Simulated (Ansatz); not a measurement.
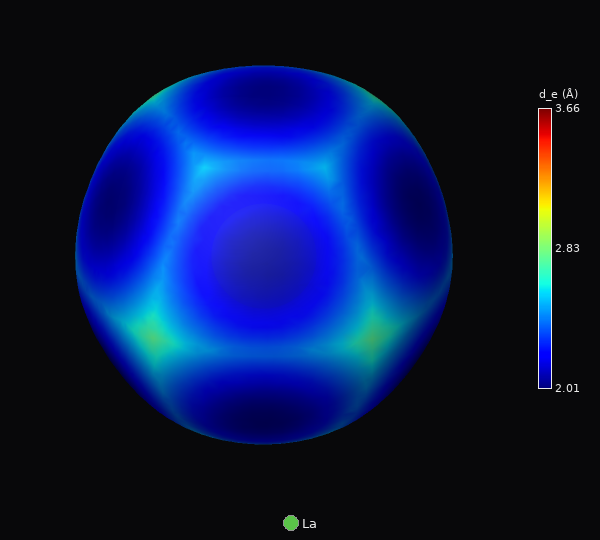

Hirshfeld surface computed for one La atom in La in space group P6_3/mmc, coloured by d_e.

The surface is where the fragment's share of the procrystal density (the sum of the densities of spherically averaged neutral Hartree-Fock atoms) equals one half. d_i and d_e are the distances from the surface to the nearest nucleus inside and outside. From Rb on the atoms have core potentials, so only their outer electrons count.

Source of the atomic positions: the geometry relaxed with DFT, PBE, plane waves (420 eV) with PAW, scalar-relativistic in Ansatz; the starting structure was generated, so it need not be a known form of this composition.

```
La
1.0
     3.77902    0.00000    0.00000
    -1.88951    3.27272    0.00000
     0.00000    0.00000    6.09627
La
2
Direct
  0.33333 0.66667 0.25000
  0.66667 0.33333 0.75000
```

### What is the shortest distance from the fragment to an atom outside it?

La–La, 3.75 Å.

### How is the surface shared among contacts (nearest atom inside ··· nearest atom outside)?

La···La 100 %. The surface faces 12 neighbours with more than 2 % of its area each: 12 La.

### Give the size and shape of the surface.

It encloses about 23.3 Å³, has an area of about 40 Å² and a globularity of 0.99 (1 for a sphere).
